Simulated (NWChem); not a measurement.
# C4H5NO2 (succinimide): levels of theory compared

We compute a comparison of 6 runs (HF/6-31G*, PBE/6-31G*, B3LYP/6-31G*, PBE0/6-31G*, SVWN5/6-31G*, MP2/6-31G*) of C4H5NO2 (succinimide). 

The results are computed with NWChem 7.3.0.

### 1 The structure to begin with

C4H5NO2 has 12 atoms, charge 0, and is taken as a singlet. SMILES: `O=C1CCC(=O)N1`. The shape is that of a PBE0-D4/def2-TZVP optimisation.

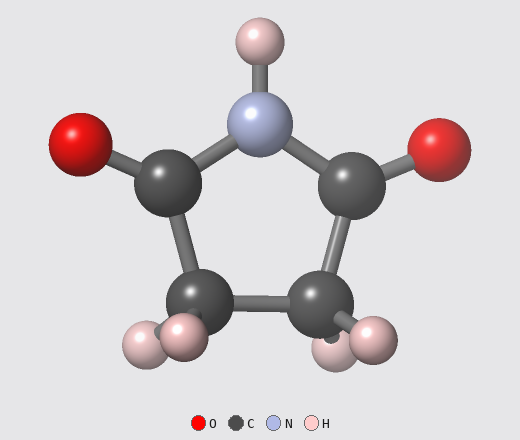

The structure, seen from a chosen angle (oxygen red, carbon dark grey, nitrogen light blue, hydrogen pink).

### 2 Energy and forces at HF/6-31G(d) (spherical functions) (run 1)

File c4h5no2.nw:

```
start c4h5no2
title "C4H5NO2"
memory total 2200 mb

geometry units angstrom noautosym nocenter noautoz
 O      1.639280    -0.871100     1.691950
 C      0.885440    -0.408080     0.880820
 C     -0.350350    -1.052550     0.285480
 C     -0.920300    -0.020680    -0.681700
 C      0.015400     1.168760    -0.600110
 O     -0.058340     2.206240    -1.199110
 N      1.001240     0.845500     0.312040
 H     -0.054050    -1.986800    -0.194010
 H     -1.028670    -1.313250     1.099360
 H     -0.954610    -0.361510    -1.717620
 H     -1.925900     0.314600    -0.423070
 H      1.750860     1.478890     0.545970
end

basis "ao basis" spherical bse
 * library 6-31G*
end

scf
 nopen 0
 rhf
 thresh 1e-08
 maxiter 80
 noprint "final vectors analysis"
end

task scf gradient
```

Command:

```console
$ nwchem c4h5no2.nw > c4h5no2.out
```

Standard output:

```text
[...]
  functions       =   108
[...]
  wavefunction    = RHF
[...]
         Total SCF energy =   -358.600600853774
      One-electron energy =  -1071.727578167628
      Two-electron energy =    419.122526313880
 Nuclear repulsion energy =    294.004450999973
        Time for solution =     19.8s
[...]
                         RHF ENERGY GRADIENTS
    atom               coordinates                        gradient
                 x          y          z           x          y          z
   1 O       3.097790  -1.646140   3.197322    0.016170  -0.009544   0.017199
   2 C       1.673239  -0.771159   1.664508   -0.016525   0.002298  -0.013668
   3 C      -0.662066  -1.989031   0.539479    0.000032   0.011655  -0.006056
   4 C      -1.739115  -0.039080  -1.288226    0.008805  -0.004223   0.008792
   5 C       0.029102   2.208636  -1.134043   -0.004308  -0.019875   0.007184
   6 O      -0.110247   4.169189  -2.265989   -0.001283   0.022121  -0.012560
   7 N       1.892069   1.597763   0.589670   -0.004049  -0.003439  -0.001270
   8 H      -0.102140  -3.754508  -0.366626    0.001836  -0.005058  -0.002007
   9 H      -1.943904  -2.481683   2.077489   -0.003099  -0.001644   0.004553
  10 H      -1.803951  -0.683155  -3.245831   -0.000302  -0.001219  -0.005610
  11 H      -3.639423   0.594508  -0.799486   -0.005208   0.002212   0.000964
[...]
```

It took 24 s on 1 thread of AMD EPYC 9R45 (Zen 5), shared host; peak memory 0.1 GiB.

### 3 Energy and gradient at PBE/6-31G(d) (spherical functions) (run 2)

File work.nw:

```
start work
title "C4H5NO2"
memory stack 880 mb heap 220 mb global 1100 mb
charge 0

geometry units angstrom noautosym nocenter noautoz
O     1.639280   -0.871100    1.691950
C     0.885440   -0.408080    0.880820
C    -0.350350   -1.052550    0.285480
C    -0.920300   -0.020680   -0.681700
C     0.015400    1.168760   -0.600110
O    -0.058340    2.206240   -1.199110
N     1.001240    0.845500    0.312040
H    -0.054050   -1.986800   -0.194010
H    -1.028670   -1.313250    1.099360
H    -0.954610   -0.361510   -1.717620
H    -1.925900    0.314600   -0.423070
H     1.750860    1.478890    0.545970
end

basis spherical bse
* library 6-31G*
end

dft
xc xpbe96 cpbe96
grid fine
convergence energy 1e-08
maxiter 100
mulliken
print low
end

task dft gradient
```

Command:

```console
$ nwchem work.nw > work.out
```

Standard output:

```text
[...]
 d= 0,ls=0.0,diis     1   -359.9933593221 -6.54D+02  3.91D-02  2.22D+00     2.1
[...]
 d= 0,ls=0.0,diis    11   -360.2494235662 -7.22D-09  3.34D-07  1.14D-09    19.0
         Total DFT energy =     -360.249423566212
      One electron energy =    -1072.910882490786
           Coulomb energy =      466.003256201792
    Exchange-Corr. energy =      -47.346248277192
 Nuclear repulsion energy =      294.004450999973
[...]
                         DFT ENERGY GRADIENTS
    atom               coordinates                        gradient
                 x          y          z           x          y          z
   1 O       3.097790  -1.646140   3.197322   -0.023472   0.015446  -0.025790
   2 C       1.673239  -0.771159   1.664508    0.012626  -0.003066   0.011130
   3 C      -0.662066  -1.989031   0.539479    0.002816   0.000681   0.001749
   4 C      -1.739115  -0.039080  -1.288226    0.001541   0.002977  -0.000402
   5 C       0.029102   2.208636  -1.134043    0.002282   0.015673  -0.006470
   6 O      -0.110247   4.169189  -2.265989    0.003078  -0.032670   0.019425
   7 N       1.892069   1.597763   0.589670   -0.002811  -0.002384  -0.000878
   8 H      -0.102140  -3.754508  -0.366626   -0.001473   0.006835   0.003122
   9 H      -1.943904  -2.481683   2.077489    0.004909   0.002426  -0.005349
  10 H      -1.803951  -0.683155  -3.245831    0.000929   0.002509   0.007171
  11 H      -3.639423   0.594508  -0.799486    0.007304  -0.001910  -0.001301
[...]
```

It took 23 s on 1 thread of AMD EPYC 9R45 (Zen 5), shared host; peak memory 0.12 GiB.

Runs 3 to 4 aren't shown in full; the table further down has their settings and results.

### 4 Energy and forces at SVWN5/6-31G(d) (spherical functions) (run 5)

File input.nw:

```
start input
title "C4H5NO2"
memory 2200 mb
charge 0

geometry units angstroms noautosym nocenter noautoz
   O        1.639280      -0.871100       1.691950
   C        0.885440      -0.408080       0.880820
   C       -0.350350      -1.052550       0.285480
   C       -0.920300      -0.020680      -0.681700
   C        0.015400       1.168760      -0.600110
   O       -0.058340       2.206240      -1.199110
   N        1.001240       0.845500       0.312040
   H       -0.054050      -1.986800      -0.194010
   H       -1.028670      -1.313250       1.099360
   H       -0.954610      -0.361510      -1.717620
   H       -1.925900       0.314600      -0.423070
   H        1.750860       1.478890       0.545970
end

basis "ao basis" spherical bse
   O library 6-31G*
   C library 6-31G*
   N library 6-31G*
   H library 6-31G*
end

dft
   xc slater vwn_5
   grid fine
   convergence energy 1e-08
   maxiter 100
   mulliken
end

task dft gradient
```

Command:

```console
$ nwchem input.nw > input.out
```

Standard output:

```text
[...]
          Wavefunction type:  closed shell.
          No. of atoms     :    12
          No. of electrons :    52
[...]
          Charge           :     0
          Spin multiplicity:     1
[...]
          AO basis - number of functions:   108
[...]
              XC Information
              --------------
                        Slater Exchange Functional  1.000 local
                      VWN V Correlation Functional  1.000 local
[...]
 d= 0,ls=0.0,diis     1   -357.4683257551 -6.51D+02  4.08D-02  2.63D+00     1.6
[...]
 d= 0,ls=0.0,diis    12   -357.7367120140 -4.45D-10  1.15D-07  2.54D-10    14.6
         Total DFT energy =     -357.736712013996
      One electron energy =    -1072.797273312549
           Coulomb energy =      465.828570332420
    Exchange-Corr. energy =      -44.772460033840
 Nuclear repulsion energy =      294.004450999973
[...]
      Total Density - Mulliken Population Analysis
     ---------------------------------------------
    Atom       Charge   Shell Charges
 -----------   ------   -------------------------------------------------------
    1 O    8     8.35   2.00  0.91  2.87  0.92  1.62  0.03
    2 C    6     5.56   2.00  0.69  2.01  0.27  0.49  0.11
    3 C    6     6.45   2.00  0.66  2.16  0.61  1.00  0.03
    4 C    6     6.45   2.00  0.66  2.16  0.61  1.00  0.03
    5 C    6     5.56   2.00  0.69  2.01  0.27  0.49  0.11
    6 O    8     8.35   2.00  0.91  2.87  0.92  1.62  0.03
    7 N    7     7.54   2.00  0.76  2.57  0.81  1.36  0.03
    8 H    1     0.78   0.49  0.28
    9 H    1     0.78   0.49  0.28
   10 H    1     0.78   0.49  0.28
[...]
  wavefunction    = closed shell
[...]
```

Run time: 19 s. Hardware: 1 thread of AMD EPYC 9R45 (Zen 5), shared host; peak memory 0.12 GiB.

### 5 Energy and forces at MP2/6-31G(d) (spherical functions) (run 6)

File c4h5no2.nw:

```
start c4h5no2
title "succinimide"
memory total 2200 mb
geometry units angstroms noautosym nocenter noautoz
  O        1.639280      -0.871100       1.691950
  C        0.885440      -0.408080       0.880820
  C       -0.350350      -1.052550       0.285480
  C       -0.920300      -0.020680      -0.681700
  C        0.015400       1.168760      -0.600110
  O       -0.058340       2.206240      -1.199110
  N        1.001240       0.845500       0.312040
  H       -0.054050      -1.986800      -0.194010
  H       -1.028670      -1.313250       1.099360
  H       -0.954610      -0.361510      -1.717620
  H       -1.925900       0.314600      -0.423070
  H        1.750860       1.478890       0.545970
end
basis spherical bse
  * library 6-31G*
end
scf
  thresh 1e-08
  maxiter 80
  print medium
end
mp2
  freeze core 7
  tight
end
task mp2 gradient
```

Command:

```console
$ nwchem c4h5no2.nw > c4h5no2.out
```

Standard output:

```text
[...]
  functions       =   108
[...]
  wavefunction    = RHF
[...]
         Total SCF energy =   -358.600600853774
      One-electron energy =  -1071.727578167628
      Two-electron energy =    419.122526313880
 Nuclear repulsion energy =    294.004450999973
        Time for solution =     19.7s
[...]
          Total MP2 energy          -359.598974955763
[...]
                         mp2 ENERGY GRADIENTS
    atom               coordinates                        gradient
                 x          y          z           x          y          z
   1 O       3.097790  -1.646140   3.197322   -0.022284   0.015093  -0.024709
   2 C       1.673239  -0.771159   1.664508    0.016080  -0.006243   0.015390
   3 C      -0.662066  -1.989031   0.539479    0.002024   0.003175  -0.000124
   4 C      -1.739115  -0.039080  -1.288226    0.003142   0.001162   0.001719
   5 C       0.029102   2.208636  -1.134043    0.001146   0.020808  -0.010006
   6 O      -0.110247   4.169189  -2.265989    0.003244  -0.031172   0.018766
   7 N       1.892069   1.597763   0.589670   -0.002006  -0.001706  -0.000628
   8 H      -0.102140  -3.754508  -0.366626   -0.000176   0.001529   0.001012
   9 H      -1.943904  -2.481683   2.077489    0.001413   0.000433  -0.001099
  10 H      -1.803951  -0.683155  -3.245831    0.000164   0.000907   0.001593
  11 H      -3.639423   0.594508  -0.799486    0.001764  -0.000187  -0.000511
[...]
```

It took 46 s on 1 thread of AMD EPYC 9R45 (Zen 5), shared host; peak memory 0.57 GiB.

### 6 The series

```tsv
run	level	iteration cap	module	energy (Eh)	dipole moment (D)	largest force (eV/Å)	wall time
1	HF/6-31G* (spherical functions)	80	scf	-358.600601	2.44	1.310	24 s
2	PBE/6-31G* (spherical functions)	100	dft	-360.249424	–	1.961	23 s
3	B3LYP/6-31G* (spherical functions)	100	dft	-360.659014	1.86	1.067	23 s
4	PBE0/6-31G* (spherical functions)	100	dft	-360.267611	1.91	0.669	24 s
5	SVWN5/6-31G* (spherical functions)	100	dft	-357.736712	1.76	1.146	19 s
6	MP2/6-31G* (spherical functions)	80	mp2	-359.598975	1.80	1.879	46 s
```

### 7 What came out

| quantity | value |
| --- | --- |
| run 6: total energy | -359.59897 Eh |
| run 6: dipole moment (of the density that the program reports) | 1.80 D |
| run 6: HOMO energy (Hartree–Fock orbitals) | -11.64 eV |
| run 6: LUMO energy (Hartree–Fock orbitals) | 4.07 eV |
| run 6: HOMO–LUMO gap (Hartree–Fock orbitals) | 15.71 eV |
| run 6: correlation energy (7 core orbitals frozen) | -998.4 mEh |
| run 6: largest force on an atom | 1.879 eV/Å |

What this shows: Over runs 1, 3, 4, 5, 6 the dipole moment (its size) runs from 1.76 D (SVWN5/6-31G*) to 2.44 D (HF/6-31G*). Totals of different functionals can't be ranked against each other. All runs together took 2.6 min, the longest 46 s.
